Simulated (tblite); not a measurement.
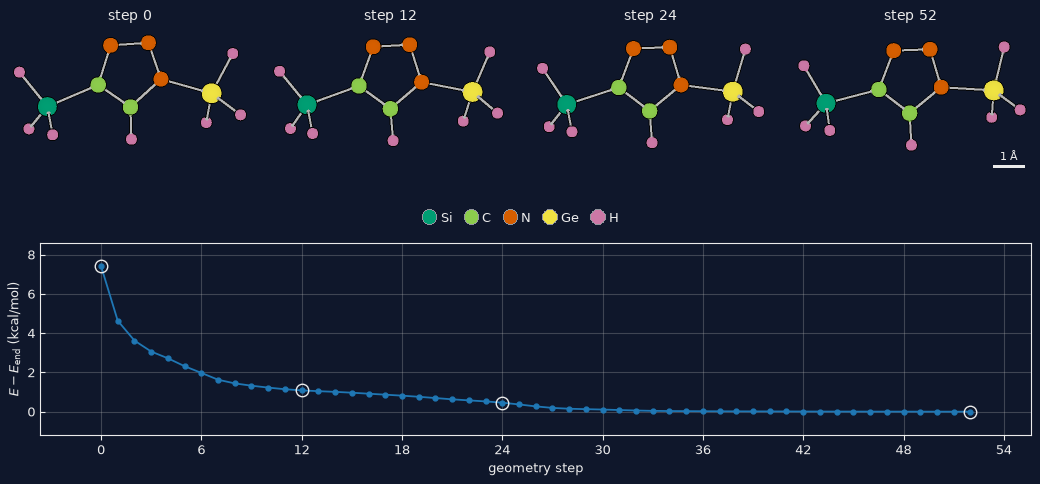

Frames of a relaxation of C2H7GeN3Si, marked on the history of the run. The picture is a ball-and-stick view, seen at a tilt.

These are results of GFN2-xTB geometry optimisation, gas phase in tblite, not measurements. 

> Describe the path.

An H atom moves most after the best rigid fit: 0.42 Å. Largest moves by element: H 0.42 Å, N 0.28 Å, C 0.21 Å, Ge 0.12 Å, Si 0.12 Å. Near-neighbour distances that change, for instance: Ge–H 1.565 → 1.481 Å, N–N 1.318 → 1.271 Å, Ge–H 1.523 → 1.496 Å, N–N 1.320 → 1.345 Å. Among the angles between lasting bonds that change: C–N–Ge 122.7° → 137.3°, Ge–N–N 128.5° → 114.4°, H–Ge–H 105.7° → 114.5°. After 52 geometry steps the energy has fallen by 7.42 kcal/mol. From step 0 to 12: H atoms move most (0.14 Å), energy −6.34 kcal/mol. From step 12 to 24: an H atom moves most (0.20 Å), energy −0.63 kcal/mol. From step 24 to 52: an H atom moves most (0.16 Å), energy −0.46 kcal/mol.
